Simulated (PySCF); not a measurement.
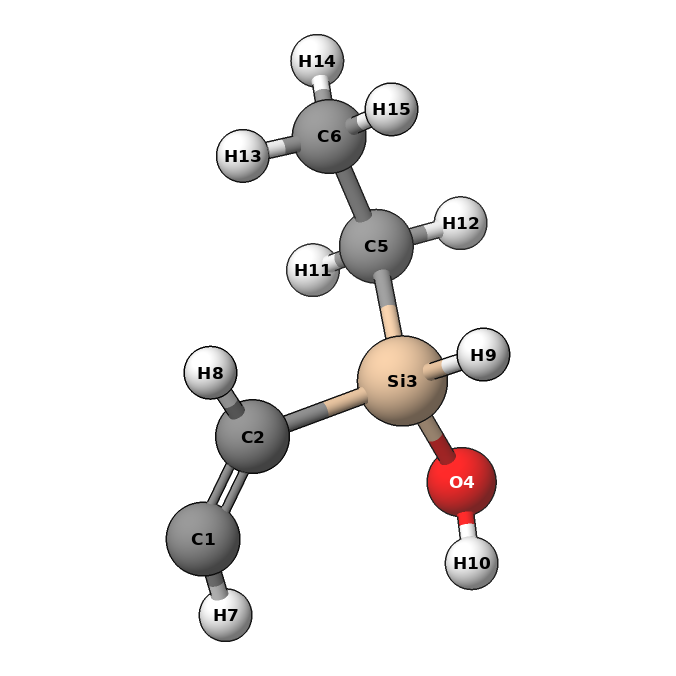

Charge 0, doublet. The geometry was computed by an optimisation with GFN2-xTB. No frequency run is at hand to confirm it as a minimum. Level of theory: UKS B3LYP, pcH-1 on C H O Si, non-relativistic (PySCF 2.14.0). Fermi-contact and spin-dipolar terms alone, no spin-orbit part.

Question. Which nucleus has the largest dipolar (anisotropic) hyperfine coupling?

Answer. 13C at C1: principal values −76.4, −56.5, 133.0 MHz.

List the isotropic and dipolar parts for the most strongly coupled nuclei, one of each equivalent set.

| atom | isotope | a_iso (MHz) | dipolar part (MHz) |
| --- | --- | --- | --- |
| C1 | 13C | 313.6 | −76.4, −56.5, 133.0 |
| H7 | 1H | 66.1 | −29.7, −6.9, 36.6 |
| Si3 | 29Si | −110.2 | −28.6, 14.1, 14.4 |
| C2 | 13C | −32.0 | −19.9, 0.2, 19.7 |
| H8 | 1H | 151.5 | −7.1, −5.7, 12.8 |
| H10 | 1H | 0.1 | −2.3, −1.5, 3.8 |
| H9 | 1H | 13.2 | −2.1, −0.9, 3.0 |
| H11 | 1H | −0.2 | −1.4, −0.6, 2.0 |

The geometry is semi-empirical. Around Si such bond lengths and angles can be off by a tenth of an ångström or more and by several degrees, and values that hang on the shape move with them.
